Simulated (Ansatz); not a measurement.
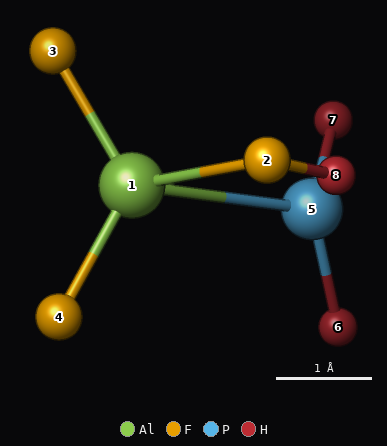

The structure (ball-and-stick view, seen at a tilt; atoms are numbered from 1 in the order of the input). Sticks mark near contacts. Bond lengths as drawn: Al–F 1.64 to 1.84 Å, Al–P 2.38 Å, F–H 1.14 Å and H–P 1.40 Å.

**Run report: AlPH3F3, phonon calculation**

The run: phonon calculation of AlPH3F3. Method and program: RHF/def2-SVP (Ansatz 0.2.0).

It belongs to a series of runs on one base structure; here: vibrations at the highest image of the band. Figures and captions count atoms from 1; the log counts them from 0 in places.

### Input file
```yaml
crystal:
  periodic: [false, false, false]
  atoms:
    - { symbol: Al, position_ang: [0.071715, -0.231809, -0.088401] }
    - { symbol: F, position_ang: [-0.102244, -0.04525, 1.734427] }
    - { symbol: F, position_ang: [1.483319, 0.475514, -0.549393] }
    - { symbol: F, position_ang: [-1.351331, 0.199284, -0.791641] }
    - { symbol: P, position_ang: [0.221341, -2.471637, 0.714779] }
    - { symbol: H, position_ang: [-0.783064, -3.384715, 0.392559] }
    - { symbol: H, position_ang: [1.421735, -3.169863, 0.580981] }
    - { symbol: H, position_ang: [-0.00397, -1.171125, 1.868291] }
basis:
  gaussian: { orbitals: def2-SVP }
hamiltonian:
  xc: hf
phonons: {}
```

Hardware: 1 thread of Arm Neoverse V2, 24 GiB of memory available, shared host.

Launch command:
```bash
ansatz run input.yaml --threads 1 --pin off --max-ram 2048MiB --backend cpu --events-out ev --progress --plain --runs-dir out
```

### Log
```
Engine: ansatz 0.2.0, aarch64-unknown-linux-gnu
Functional definition: HF
  exchange = exact_x
  correlation = 0
918 factors; integrals over basis functions are off by at most 3.7e-4 eV
mean field evaluation 1: about -24008.9525 eV, gradient 4.3e1 eV
mean field evaluation 2: about -24008.9896 eV, gradient 4.4e1 eV
mean field evaluation 4: about -24012.7130 eV, gradient 2.3e0 eV
mean field evaluation 8: about -24012.7518 eV, gradient 1.4e-1 eV
mean field -24012.75194734 eV, -882.4523576369 hartree, gradient 3.6e-5 eV, S^2 0.000000; 0 other end points of the search recorded, 0 dependent functions left out
the calculation of the forces begins
reference -24012.75194734 eV, -882.4523576369 hartree; 29, 29 occupied and 64, 64 virtual orbitals, 918 factors
these checks for a lower state are left out or cut short: stability, starts, cluster_reference, orbital_swaps, neighbouring_geometries, increment
918 factors; integrals over basis functions are off by at most 3.7e-4 eV
mean field evaluation 16: about -24012.7513 eV, gradient 6.2e-1 eV
mean field -24012.75188485 eV, -882.4523553406 hartree, gradient 2.8e-6 eV, S^2 0.000000; 0 other end points of the search recorded, 0 dependent functions left out
[... from here on the field's lines of each further geometry are left out, up to the last ...]
the calculation of the forces begins
reference -24012.75192764 eV, -882.4523569131 hartree; 29, 29 occupied and 64, 64 virtual orbitals, 918 factors
these checks for a lower state are left out or cut short: stability, starts, cluster_reference, orbital_swaps, neighbouring_geometries, increment
918 factors; integrals over basis functions are off by at most 3.7e-4 eV
mean field -24012.75192768 eV, -882.4523569145 hartree, gradient 2.8e-6 eV, S^2 0.000000; 0 other end points of the search recorded, 0 dependent functions left out
the calculation of the forces begins
reference -24012.75192768 eV, -882.4523569145 hartree; 29, 29 occupied and 64, 64 virtual orbitals, 918 factors
WARN: phonons: modes at or below zero, which the zero-point energy, F, S and C_V leave out: 1, the lowest at -1428.70 cm⁻¹. A minimum has none, and a first-order saddle one
Total energy: -24012.75194734 eV, -882.4523576369 hartree
Atom 0 at     0.071715    -0.231809    -0.088401 Å, force     0.000005    -0.000006    -0.000048 eV/Å
Atom 1 at    -0.102244    -0.045250     1.734427 Å, force    -0.000001    -0.000009     0.000020 eV/Å
Atom 2 at     1.483319     0.475514    -0.549393 Å, force    -0.000002     0.000007    -0.000000 eV/Å
Atom 3 at    -1.351331     0.199284    -0.791641 Å, force     0.000001     0.000008     0.000000 eV/Å
Atom 4 at     0.221341    -2.471637     0.714779 Å, force    -0.000003     0.000016     0.000015 eV/Å
Atom 5 at    -0.783064    -3.384715     0.392559 Å, force    -0.000008    -0.000005    -0.000003 eV/Å
Atom 6 at     1.421735    -3.169863     0.580981 Å, force     0.000009    -0.000003    -0.000001 eV/Å
Atom 7 at    -0.003970    -1.171125     1.868291 Å, force    -0.000001    -0.000009     0.000016 eV/Å
Dipole moment:     0.048057    -0.767373     0.312676 e Å
Vibrations: -1428.70 119.13 192.92 210.96 262.50 302.28 414.29 439.84 553.38 564.72 710.36 838.22 994.08 1149.41 1165.59 1579.81 2651.25 2668.91 cm⁻¹, zero-point energy 0.918576 eV
```

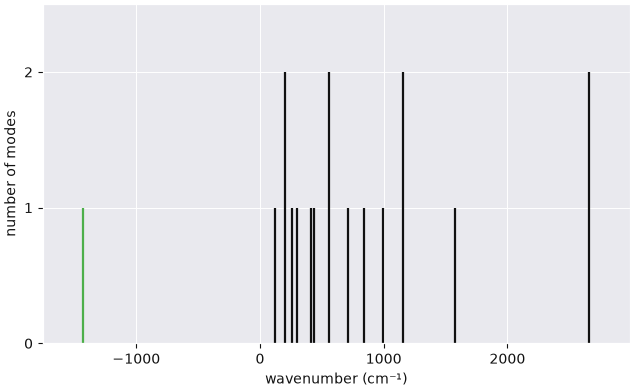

Harmonic vibrational wavenumbers from the force constants; neighbouring modes closer than 19 cm⁻¹ are counted in one stick, and imaginary ones are drawn at negative wavenumbers. 18 modes from 1429i to 2669 cm⁻¹, 1 imaginary beyond 8i (1429i cm⁻¹): a first-order saddle point, if the geometry is stationary.

### Results in brief

```tsv
quantity	value
outcome	converged
total energy	−24012.7519 eV
mean-field energy	−24012.7519 eV
largest force (length of the vector)	under 0.001 eV/Å
wall time	32 s
peak memory	0.17 GiB
```
